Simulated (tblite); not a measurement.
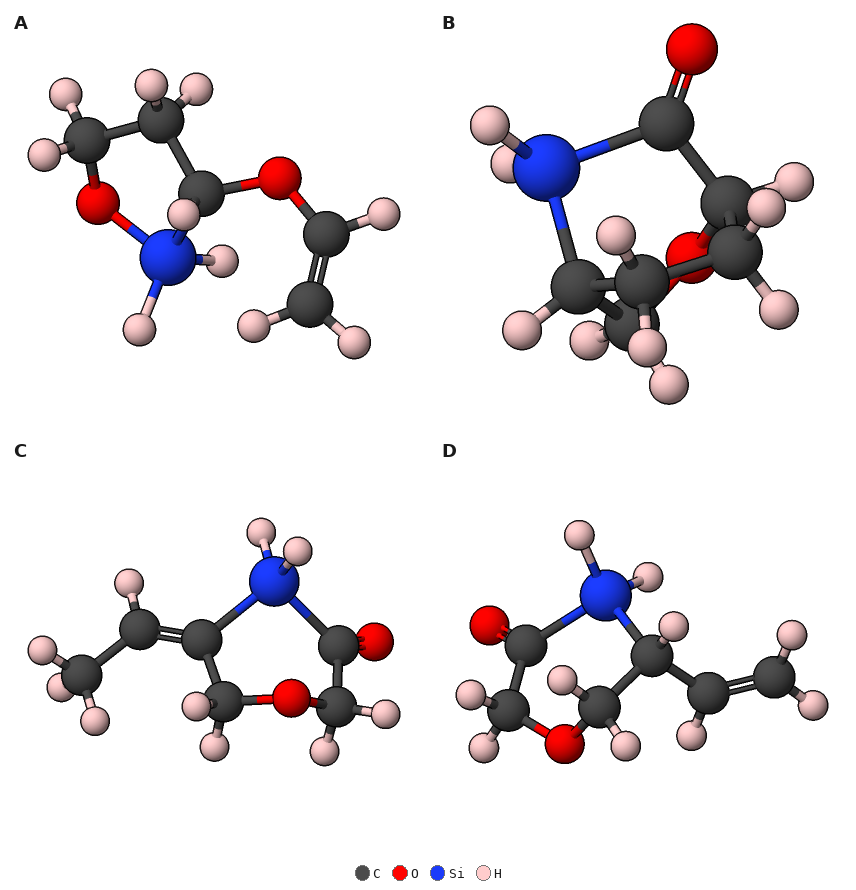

(Drawn from a calculation with tblite.)

Match each picture to its SMILES.
(1) C=C[C@@H]1COCC(=O)[SiH2]1
(2) O=C1[SiH2][C@@H]2CC[C@H]1OC2
(3) C/C=C1\COCC(=O)[SiH2]1
(4) C=CO[C@H]1CCO[SiH2]1

Answer. A is (4), B is (2), C is (3), D is (1).
